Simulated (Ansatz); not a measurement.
Stretching the Mg1–H2 bond in H2MgSe (SMILES [MgH][SeH]) (multiplicity 1 held, fragments rigid). Energies count from the point at 1.689 Å.
Geometry at that point (charge 0, multiplicity 1):
```xyz
4

Mg    -0.90985    -0.79864    -1.24962
H     -1.79245    -1.57753    -2.46094
Se     0.35585     0.35574     0.47967
H      0.61176    -0.93386     1.14759
```

R- and RO- levels are restricted; in cc, def2 and unpolarised 6-31G sets they are followed outwards from rest. U- levels take the lowest unrestricted solution at each point, which mixes spins at long bonds. Active spaces are followed from a long bond inwards. Levels need not reach the same state.

Correlated levels freeze the cores. Filled d and f shells under p-block atoms count as core.

Run with Ansatz (an electronic-structure program) with Gaussian orbitals. 

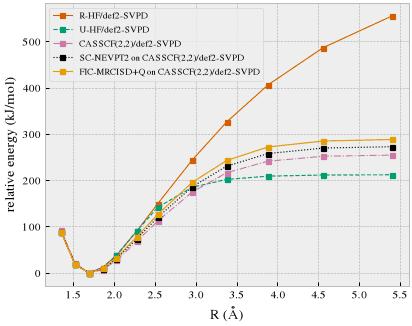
Relative energy along the coordinate

Task: Read off the R-HF/def2-SVPD curve at R = 3.378.

Result: about 330 kJ/mol

Doubts at one or more of the structures used: a restricted determinant that unrestricted orbitals would lower (R-HF/def2-SVPD); a spin-contaminated determinant (U-HF/def2-SVPD).
